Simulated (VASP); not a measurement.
Band structure of AlV (space group Cmmm). Method: PBEsol GGA, VASP's PBE PAW potentials (set 64) (plane waves; VASP 6.6.1).

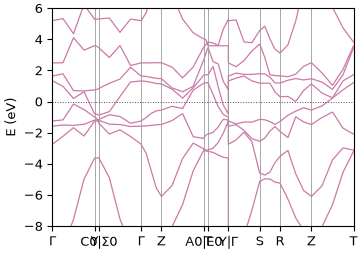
Bands along high-symmetry lines, zero at the valence-band maximum or, without a gap, the Fermi level

### Question
Read the plot: is there a gap, and where are the band edges?

### Answer
It has no gap at this level: it comes out as a metal or semimetal.

The structure comes from a computed database's AlV entry; how it stands against other phases isn't given here. The cell was not relaxed at this level. The run is not spin-polarised, so no magnetic state was tried.
